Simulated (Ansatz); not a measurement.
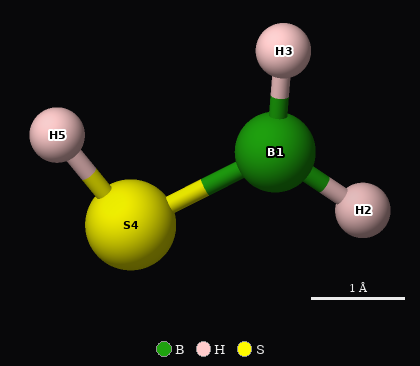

Figure 1. The input geometry (ball-and-stick view, seen at an oblique angle; atoms are numbered from 1 in the order of the input). Bond lengths as drawn: B–H 1.19 Å, B–S 1.76 Å and H–S 1.34 Å.

Single-point calculation, with input and output: BH3S

The run: single-point calculation of BH3S. Method and program: RKS PBE-D4/def2-TZVPP (Ansatz 0.2.0).

The geometry comes from this level: PBE0-D4/def2-TZVP.

**Log**
```
Functional definition: PBE
  name "PBE"
  cite "Perdew, Burke & Ernzerhof, Phys. Rev. Lett. 77, 3865 (1996) doi:10.1103/PhysRevLett.77.3865"
  parent pbe
  parameter kappa = 0.804
  parameter beta = 0.06672455060314922
  exchange = pbe_x(kappa = kappa, mu = beta*pi^2/3)
  correlation = pbe_c(beta = beta)
630 factors; their error is unknown
mean field evaluation 1: about -11551.7934 eV, gradient 3.3e1 eV
mean field evaluation 2: about -11547.5035 eV, gradient 4.8e1 eV
mean field evaluation 4: about -11555.3730 eV, gradient 2.4e0 eV
mean field evaluation 8: about -11555.3861 eV, gradient 5.5e-2 eV
mean field evaluation 16: about -11555.3767 eV, gradient 2.7e-5 eV
mean field -11555.37668795 eV, -424.6522607666 hartree, gradient 2.7e-5 eV, S^2 0.000000; 0 other end points of the search recorded, 0 dependent functions left out
reference -11555.37672159 eV, -424.6522620029 hartree; 12, 12 occupied and 103, 103 virtual orbitals, 630 factors
Total energy: -11555.43391531 eV, -424.6543638334 hartree
```

The run was set up as follows.

**Input**
```yaml
crystal:
  periodic: [false, false, false]
  atoms:
    - {symbol: B, position_ang: [-0.429314, -0.606100, -0.657410]}
    - {symbol: H, position_ang: [-0.071084, -0.130778, -1.689782]}
    - {symbol: H, position_ang: [0.131481, -1.519622, -0.139910]}
    - {symbol: S, position_ang: [-1.857696, 0.129932, 0.072054]}
    - {symbol: H, position_ang: [-1.956554, -0.635202, 1.172989]}
basis:
  gaussian: {orbitals: def2-TZVPP}
hamiltonian: {xc: pbe, dispersion: d4}
```

Launched with:
```bash
ansatz run in.yaml --threads 2 --pin off --events-out ev --progress --plain --max-ram 4352MiB
```

**Key numbers**

| quantity | value |
| --- | --- |
| outcome | converged |
| total energy | −11555.4339 eV |
| mean-field energy | −11555.3767 eV |
| dispersion energy | −0.0572 eV |
| SCF solution under orbital rotations | stable |
| hardware | 2 threads of Arm Neoverse V1, 23 GiB of memory available, shared host |
| wall time | 0.7 s (CPU time 1.3 s) |
| peak memory | 0.37 GiB |
